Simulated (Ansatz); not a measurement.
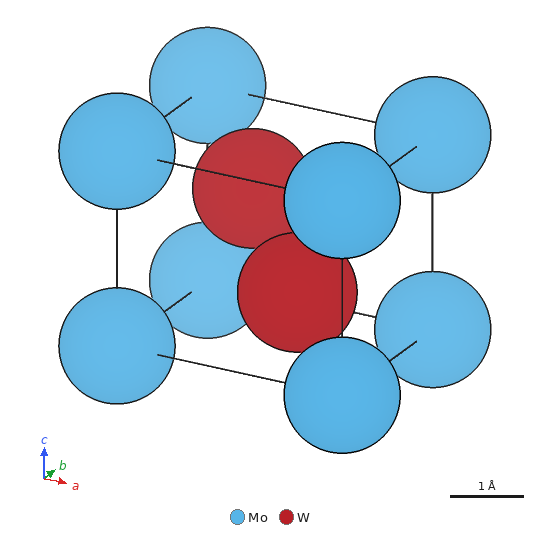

Shown here is a spheres-only view of the crystal, taken slightly off an axis. The wireframe shows the conventional unit cell.

MoW2, space group P-3m1 (No. 164), a = 4.491 Å, b = 4.491 Å, c = 2.751 Å, α = 90.00°, β = 90.00°, γ = 120.00°. Origin of the cell: a structure type filled with these elements by a generator (whether the compound takes this form wasn't checked). Earlier steps of the study may have refined or changed the cell and positions. Ansatz was used for an electronic-structure calculation on it.

This one geometry was computed with Ansatz (DFT, plane waves, PAW) at three levels of theory: r2SCAN, PBEsol and PBE.

Which level gives the highest pressure at this volume, and what does that say about its equilibrium volume?

Highest: PBE (0.0 GPa), which points to the largest equilibrium volume. Lowest, with the smallest volume: PBEsol (-8.3 GPa). Levels within 0.5 GPa of each other can't be told apart.

How does the band gap change with the level of theory?

All levels give a metal.

Collect the results in a table.

| level | cutoff (eV) | k-mesh of the run's cell | gap (eV) | pressure (GPa) |
| --- | --- | --- | --- | --- |
| r2SCAN | 500 | 12×12×16 | metal | -3.7 |
| PBEsol | 420 | 12×12×16 | metal | -8.3 |
| PBE | 420 | 12×12×16 | metal | 0.0 |

Gaps are taken on the k-mesh or band path of each run.
